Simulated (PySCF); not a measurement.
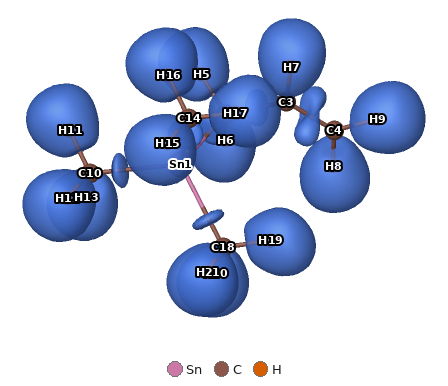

C6H14Sn (SMILES C=C[CH2][Sn]([CH3])([CH3])[CH3]). Isosurface of the ELF at 0.85 (blue), seen at a tilt. Only the valence region is drawn (cores and ρ < 0.01 e/Å³ removed).

Geometry: PBE0-D3(BJ)/def2-SVP; core potentials replace the inner electrons of Sn.

Theory: B3LYP/def2-SVPD, SCF density, gas phase, scalar-relativistic core potentials on the heavy atoms (PySCF 2.14.0).

```xyz
21

Sn    0.4317    0.1424   -0.6249
C     0.4751    0.0801    1.5586
C    -0.9094    0.1514    2.0846
C    -1.6494   -0.8796    2.5110
H     1.0920    0.9260    1.9001
H     0.9784   -0.8556    1.8480
H    -1.3725    1.1476    2.0791
H    -1.2474   -1.8980    2.5407
H    -2.6786   -0.7399    2.8495
C     2.4425    0.2833   -1.3934
H     2.9363    1.1867   -1.0070
H     2.4272    0.3344   -2.4919
H     3.0308   -0.5954   -1.0917
C    -0.7187    1.8608   -1.2313
H    -0.7850    1.9100   -2.3280
H    -0.2481    2.7862   -0.8685
H    -1.7367    1.7977   -0.8207
C    -0.5332   -1.6668   -1.2793
H    -1.4830   -1.7828   -0.7372
H     0.1018   -2.5395   -1.0687
H    -0.7405   -1.6330   -2.3585
```

Question: Where are the electrons localised?

Answer: At this value the surface marks out two regions between bonded C–C atoms (shared pairs), 14 regions around hydrogen nuclei and four lobes of the valence shell of C pointing towards Sn (polar bonds). Profiles from the grid: C–C (1.34 Å): the ELF peaks at about 0.95 between the atoms; a multiple bond. C–Sn (2.15 Å): the ELF peaks at about 0.90 in the valence shell of C, 0.7 Å from its nucleus, and drops to about 0.20 between the two atoms.
